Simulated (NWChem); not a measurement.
**C2H2F2 (vinylidene fluoride): levels of theory compared**

Wanted: a comparison of 4 runs (HF/STO-3G, HF/3-21G, B3LYP/6-31G*) of C2H2F2 (vinylidene fluoride). 

The results are computed with NWChem 7.3.0.

69 further runs of the same task are left out: 69 set aside as unsound or not needed.

**1. Starting point**

The species is C2H2F2 (6 atoms), meant as a singlet with charge 0. SMILES: `C=C(F)F`. The C2–F3 distance was set to 1.707 Å, away from the relaxed value.

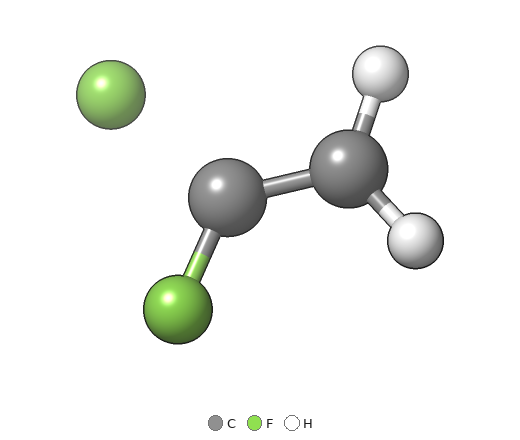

Viewed from a chosen angle; carbon grey, fluorine green, hydrogen white.

**2. The energy at HF/STO-3G (run 1)**

Input file c2h2f2.nw:

```
echo
START c2h2f2
memory stack 880 mb heap 220 mb global 1100 mb

GEOMETRY units bohr noautosym nocenter noautoz
  C    0.09838670   0.87248655  -1.70195538
  C    0.51582720  -0.76326038   0.12068547
  F   -0.85963641  -0.68710442   3.03792372
  F    2.05444221  -2.70495397  -0.02501241
  H    1.06233600   0.66386079  -3.48585684
  H   -1.20495741   2.41034567  -1.39922125
END

BASIS "ao basis" spherical bse
  C library STO-3G
  F library STO-3G
  H library STO-3G
END

SCF
  thresh 1e-08
  maxiter 80
END

TASK scf
```

The run is started by

```bash
$ nwchem c2h2f2.nw > c2h2f2.out
```

Log:

```text
[...]
  functions       =    22
[...]
  wavefunction    = RHF
[...]
         Total SCF energy =   -271.918573742958
      One-electron energy =   -595.285088005457
      Two-electron energy =    214.747728020145
 Nuclear repulsion energy =    108.618786242353
        Time for solution =      0.4s
[...]
```

Wall time 1 s (1 thread of Intel Xeon 6975P-C (Granite Rapids), shared host); peak memory 0.1 GiB.

**3. The energy at HF/3-21G (run 2)**

Input file a.nw:

```
start a
memory 2200 mb
charge 0

geometry noautosym nocenter noautoz
C     0.052064    0.461700   -0.900636
C     0.272964   -0.403900    0.063864
F    -0.454900   -0.363600    1.607600
F     1.087164   -1.431400   -0.013236
H     0.562164    0.351300   -1.844636
H    -0.637636    1.275500   -0.740436
end

basis spherical bse
* library 3-21G
end

scf
thresh 1e-08
maxiter 80
end

task scf
```

The run is started by

```bash
$ nwchem a.nw > a.out
```

Log:

```text
[...]
  functions       =    40
[...]
  wavefunction    = RHF
[...]
         Total SCF energy =   -274.179188596609
      One-electron energy =   -595.301657118257
      Two-electron energy =    212.503674529968
 Nuclear repulsion energy =    108.618793991680
        Time for solution =      0.5s
[...]
```

Run time: 1.1 s. Hardware: 1 thread of Intel Xeon 6975P-C (Granite Rapids), shared host; peak memory 0.1 GiB.

Run 3 isn't shown in full; the table further down has it.

**4. A single-point energy at B3LYP/6-31G(d) (Cartesian functions) (run 4)**

Input file mol.nw:

```
echo
start mol
memory stack 880 mb heap 220 mb global 1100 mb

geometry units angstroms noautosym nocenter noautoz
C        0.052064       0.461700      -0.900636
C        0.272964      -0.403900       0.063864
F       -0.454900      -0.363600       1.607600
F        1.087164      -1.431400      -0.013236
H        0.562164       0.351300      -1.844636
H       -0.637636       1.275500      -0.740436
end

basis
* library 6-31G*
end

dft
xc b3lyp
grid xfine
convergence energy 1e-08
iterations 100
mulliken
end

task dft energy
```

The run is started by

```bash
$ nwchem mol.nw > mol.out
```

Log:

```text
[...]
          Wavefunction type:  closed shell.
          No. of atoms     :     6
          No. of electrons :    32
[...]
          Charge           :     0
          Spin multiplicity:     1
[...]
          AO basis - number of functions:    64
[...]
              XC Information
              --------------
                         B3LYP Method XC Potential
                     Hartree-Fock (Exact) Exchange  0.200
                        Slater Exchange Functional  0.800 local
                    Becke 1988 Exchange Functional  0.720 non-local
              Lee-Yang-Parr Correlation Functional  0.810
                  VWN I RPA Correlation Functional  0.190 local
[...]
 d= 0,ls=0.0,diis     1   -276.8340948821 -3.85D+02  3.35D-02  1.32D+00     1.2
[...]
 d= 0,ls=0.0,diis    11   -277.0013300204 -2.60D-09  6.41D-07  4.38D-09    11.7
         Total DFT energy =     -277.001330020373
      One electron energy =     -597.779136400058
           Coulomb energy =      244.534075335332
    Exchange-Corr. energy =      -32.375062947328
 Nuclear repulsion energy =      108.618793991680
[...]
      Total Density - Mulliken Population Analysis
     ---------------------------------------------
    Atom       Charge   Shell Charges
 -----------   ------   -------------------------------------------------------
    1 C    6     6.40   1.99  0.69  2.11  0.59  1.01  0.01
    2 C    6     5.47   1.99  0.73  1.79  0.38  0.54  0.03
    3 F    9     9.32   1.99  0.95  3.23  1.01  2.11  0.04
    4 F    9     9.20   1.99  0.96  3.30  0.94  1.93  0.07
    5 H    1     0.80   0.52  0.29
    6 H    1     0.80   0.52  0.28
[...]
```

It took 12 s on 1 thread of Intel Xeon 6975P-C (Granite Rapids), shared host; peak memory 0.13 GiB.

**5. All runs side by side**

```tsv
run	level	iteration cap	module	energy (Eh)	dipole moment (D)	HOMO energy (eV)	LUMO energy (eV)	wall time
1	HF/STO-3G	80	scf	-271.918574	1.15	-8.84	8.29	1 s
2	HF/3-21G	80	scf	-274.179189	3.04	-11.54	4.17	1.1 s
3	B3LYP/6-31G* (spherical functions)	100	dft	-276.997845	2.54	-7.92	-1.11	12 s
4	B3LYP/6-31G* (Cartesian functions)	100	dft	-277.001330	2.55	-7.92	-1.12	12 s
```

**6. Summary of results**

| quantity | value |
| --- | --- |
| run 4: total energy | -277.00133 Eh |
| run 4: dipole moment | 2.55 D |
| run 4: HOMO energy | -7.92 eV |
| run 4: LUMO energy | -1.12 eV |
| run 4: HOMO–LUMO gap | 6.80 eV |

In words: The dipole moment (its size) runs from 1.15 D (HF/STO-3G) to 3.04 D (HF/3-21G). The HOMO–LUMO gap runs from 6.80 eV (B3LYP/6-31G*) to 17.13 eV (HF/STO-3G). The two ends differ in method and basis. In run 1 the basis is minimal, so the values are rough. All runs together took 26 s, the longest 12 s.
